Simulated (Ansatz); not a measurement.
# GeH3 (SMILES [GeH3]): UCCSDTQ/STO-3G

Aim: the electronic atomisation energy of GeH3 at UCCSDTQ/STO-3G, from 3 runs. 

Program for the calculation: Ansatz 0.2.0.

27 further runs of the same task are left out: 1 that didn't finish, 26 set aside as unsound or not needed.

## Step 1: The system as given

GeH3 has 4 atoms, charge 0, and is taken as a doublet. SMILES: `[GeH3]`. Geometry: relaxed at PBE0-D4/def2-TZVP.

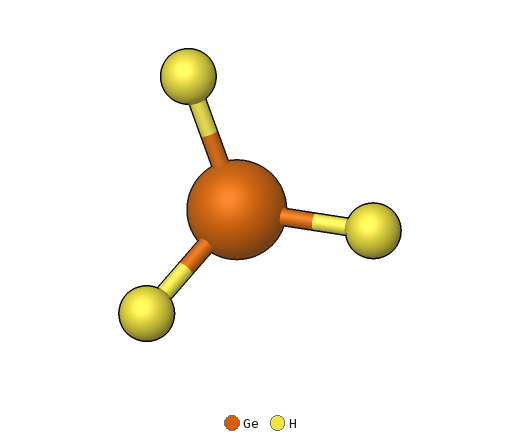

Viewed from a chosen angle; germanium orange, hydrogen yellow.

## Step 2: The energy at UCCSDTQ/STO-3G

Input file in.yaml:

```yaml
basis:
  gaussian: {orbitals: STO-3G}
crystal:
  periodic: [false, false, false]
  atoms:
    - {symbol: Ge, position_ang: [0.214600, -0.125900, -0.249400]}
    - {symbol: H, position_ang: [1.055000, 0.109600, 1.018300]}
    - {symbol: H, position_ang: [-0.882800, -1.175900, -0.000100]}
    - {symbol: H, position_ang: [-0.386800, 1.192200, -0.768800]}
magnetization: {spin_polarized: true, initial_magnetization: 1}
correlation: {method: ccsdtq, frozen_orbitals: {Ge: 9, H: 0}}
accuracy: high
scf: {omitted_lower_state_checks: [cluster_reference, increment]}
```

Command:

```
$ ansatz run in.yaml --threads 1 --pin off --max-ram 2610MiB --events-out events.jsonl --progress --plain --runs-dir runs
```

Standard output:

```text
Warning: RAYON_NUM_THREADS=1 ignored (pool sized by the plan → 1); use --threads N
Functional definition: HF
  name "HF"
  exchange = exact_x
  correlation = 0
these checks for a lower state are left out or cut short: cluster_reference, increment
263 factors; integrals over basis functions are off by at most 1.2e-8 eV
mean field evaluation 1: about -55876.6027 eV, gradient 4.4e0 eV
mean field evaluation 2: about -55876.6087 eV, gradient 4.4e0 eV
mean field evaluation 4: about -55876.9200 eV, gradient 5.2e-1 eV
mean field evaluation 8: about -55876.9286 eV, gradient 5.6e-7 eV
mean field -55876.92859105 eV, -2053.4392509786 hartree, gradient 5.5e-8 eV, S^2 0.753568; 0 other end points of the search recorded, 0 dependent functions left out
9 core orbitals not correlated: weight in the atoms' cores, before any rotation towards them, 1.000 or more for the frozen orbitals, at most 0.000 for the correlated occupied ones
reference -55876.92859105 eV, -2053.4392509786 hartree; 9, 8 occupied and 3, 4 virtual orbitals, 263 factors
second order -0.92372870 eV of doubles, -0.00000000 eV of singles
cycle   1  -1.23421190 eV  change   -3.1e-1 eV  update   4.9e-2
cycle   2  -1.43000400 eV  change   -2.0e-1 eV  update   2.1e-2
cycle   3  -1.43673099 eV  change   -6.7e-3 eV  update   5.7e-3
cycle   4  -1.44203934 eV  change   -5.3e-3 eV  update   3.5e-3
cycle   5  -1.44253177 eV  change   -4.9e-4 eV  update   2.2e-3
cycle   6  -1.44251012 eV  change    2.2e-5 eV  update   2.2e-3
cycle   7  -1.44226735 eV  change    2.4e-4 eV  update   1.1e-3
cycle   8  -1.44230571 eV  change   -3.8e-5 eV  update   7.1e-4
cycle   9  -1.44232556 eV  change   -2.0e-5 eV  update   2.8e-4
cycle  10  -1.44232504 eV  change    5.2e-7 eV  update   7.4e-5
cycle  11  -1.44232968 eV  change   -4.6e-6 eV  update   4.3e-5
cycle  12  -1.44232908 eV  change    6.0e-7 eV  update   1.5e-5
cycle  13  -1.44232774 eV  change    1.3e-6 eV  update   1.1e-5
cycle  14  -1.44232746 eV  change    2.8e-7 eV  update   5.2e-6
cycle  15  -1.44232759 eV  change   -1.3e-7 eV  update   2.2e-6
cycle  16  -1.44232768 eV  change   -9.1e-8 eV  update   4.9e-7
cycle  17  -1.44232774 eV  change   -6.1e-8 eV  update   4.1e-7
cycle  18  -1.44232774 eV  change  -6.4e-10 eV  update   1.8e-7
cycle  19  -1.44232775 eV  change   -5.4e-9 eV  update   7.1e-8
cycle  20  -1.44232775 eV  change   -2.2e-9 eV  update   2.2e-8
cycle  21  -1.44232775 eV  change   -1.2e-9 eV  update   1.8e-8
cycle  22  -1.44232774 eV  change    9.0e-9 eV  update   1.2e-8
cycle  23  -1.44232774 eV  change    3.0e-9 eV  update   6.6e-9
cycle  24  -1.44232774 eV  change   7.8e-10 eV  update   2.9e-9
cycle  25  -1.44232774 eV  change   3.5e-10 eV  update   4.0e-9
cycle  26  -1.44232774 eV  change   1.4e-10 eV  update   2.6e-9
cycle  27  -1.44232774 eV  change   3.2e-11 eV  update  6.4e-10
Total energy: -55878.37091879 eV, -2053.4922555454 hartree
Checks for a lower state left out: cluster_reference, increment
```

Wall time 65 s (1 thread of Arm Neoverse V1, shared host); peak memory 0.5 GiB.

## Step 3: The Ge atom, same level

Input file job.yaml:

```yaml
crystal:
  periodic: [false, false, false]
  atoms:
    - symbol: Ge
      position_ang: [0.000000, 0.000000, 0.000000]
basis:
  gaussian: {orbitals: STO-3G}
scf: {omitted_lower_state_checks: [cluster_reference, increment]}
correlation: {method: ccsdtq, frozen_orbitals: {Ge: 9}}
accuracy: high
magnetization: {spin_polarized: true, initial_magnetization: 2}
```

Run the same way, it converges to -2051.64970 Eh (log not shown).

## Step 4: The H atom: the energy at UHF/STO-3G

Input file in.yaml:

```yaml
crystal:
  periodic: [false, false, false]
  atoms:
    - {symbol: H, position_ang: [0.000000, 0.000000, 0.000000]}
basis:
  gaussian:
    orbitals: STO-3G
magnetization:
  spin_polarized: true
  initial_magnetization: 1
hamiltonian:
  xc: hf
accuracy: high
```

Run the same way, it converges to -0.46658 Eh (log not shown).

## Step 5: Results

Level: UCCSDTQ/STO-3G, 9 core orbitals frozen.

| quantity | value |
| --- | --- |
| molecule: total energy | -2053.49226 Eh |
| molecule: correlation energy (9 core orbitals frozen) | -53.0 mEh |
| molecule: ⟨S²⟩ of the reference determinant | 0.754 |
| molecule: T1 diagnostic | 0.003 |
| Ge atom: total energy | -2051.64970 Eh |
| Ge atom: correlation energy (9 core orbitals frozen) | -13.4 mEh |
| Ge atom: ⟨S²⟩ of the reference determinant | 2.000 |
| Ge atom: T1 diagnostic | 0.000 |
| H atom: total energy | -0.46658 Eh |
| H atom: ⟨S²⟩ | 0.750 |
| electronic atomisation energy | 12.050 eV |

**Reading.** Taking the molecule apart into free atoms costs 12.05 eV (278 kcal/mol), before zero-point energy and without spin-orbit coupling. In a minimal basis such a difference can be off by several eV, whatever the method.
